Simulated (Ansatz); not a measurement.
All values below come from PBE (plane waves to 420 eV, PAW; Ansatz, an electronic-structure program).

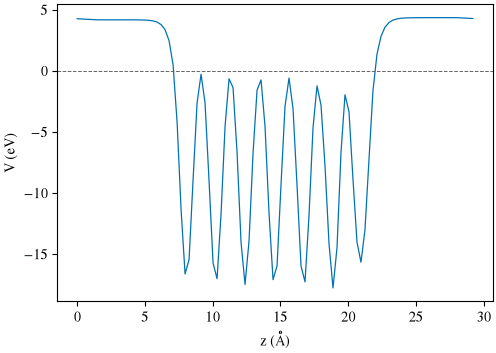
*Plane-averaged electrostatic potential energy along the normal, in eV from the Fermi level, for a constructed model of the (100) surface of rock-salt TiC, a layer of W, one atom over each C (bottom of the slab: a bare face, its two planes held)*

Slab: 13 atoms, 13.4 Å thick at the start with caps and adatoms (thin: gaps and levels are the slab's own); k 12x12x1, smearing 0.1 eV, dipole-corrected; 4 atoms held, the rest relaxed; start symmetry kept, larger cells not searched; no spin, no spin-orbit, no U. In PBE it is, or lies within 0.01 eV a 1x1 cell of, the lowest of the 2 structures of its composition computed so far; subsurface sites and larger cells were not tried.

The vacuum level lies 4.34 eV above the Fermi level over the top face and 4.16 eV above it under the bottom face.
